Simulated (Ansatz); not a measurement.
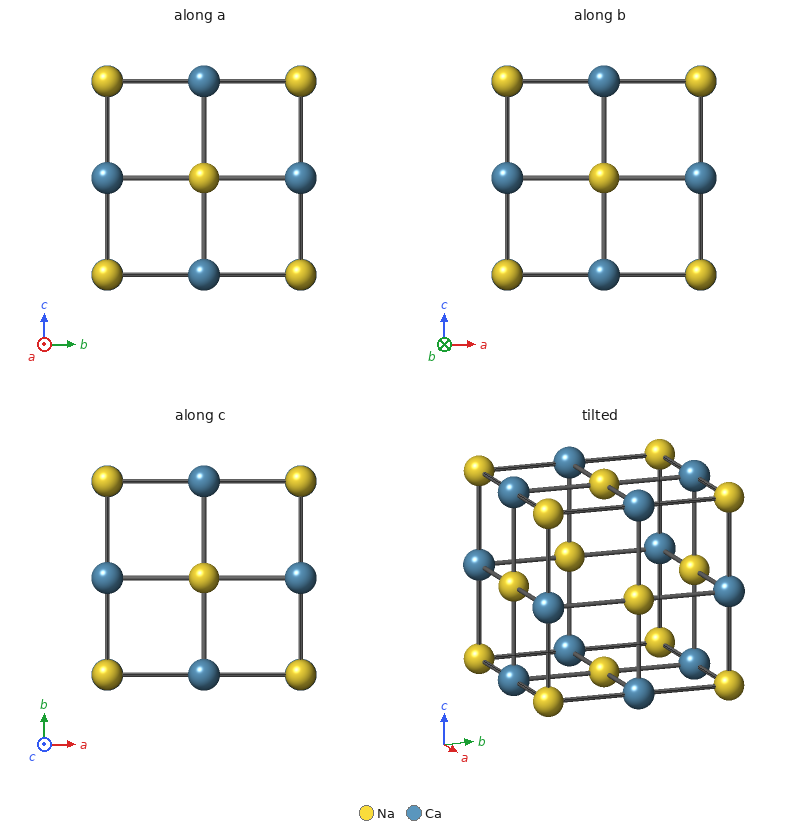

Ball-and-stick drawing of the structure, looking along the a axis, along the b axis, along the c axis and slightly off an axis. Atoms at the boundary of the conventional unit cell (the box) are drawn once for each face, edge or corner they touch.

Lattice parameters: a = 6.9808 Å, b = 6.9808 Å, c = 6.9808 Å, α = 90.000°, β = 90.000°, γ = 90.000°.

### Express the structure as a CIF in P1 with every atom of the cell.

```cif
data_structure
_symmetry_space_group_name_H-M 'P 1'
_symmetry_Int_Tables_number 1
_cell_length_a 6.9808
_cell_length_b 6.9808
_cell_length_c 6.9808
_cell_angle_alpha 90.000
_cell_angle_beta 90.000
_cell_angle_gamma 90.000
_cell_volume 340.19
loop_
_atom_site_label
_atom_site_type_symbol
_atom_site_fract_x
_atom_site_fract_y
_atom_site_fract_z
_atom_site_occupancy
Na1 Na 0.0000 0.0000 0.0000 1
Na2 Na 0.0000 0.5000 0.5000 1
Na3 Na 0.5000 0.0000 0.5000 1
Na4 Na 0.5000 0.5000 0.0000 1
Ca1 Ca 0.0000 0.0000 0.5000 1
Ca2 Ca 0.5000 0.0000 0.0000 1
Ca3 Ca 0.0000 0.5000 0.0000 1
```

Starting structure: a structure type filled with these elements by a generator (whether the compound takes this form wasn't checked). It is drawn as it came out of a relaxation with DFT PBE, scalar-relativistic, plane waves, PAW in Ansatz.
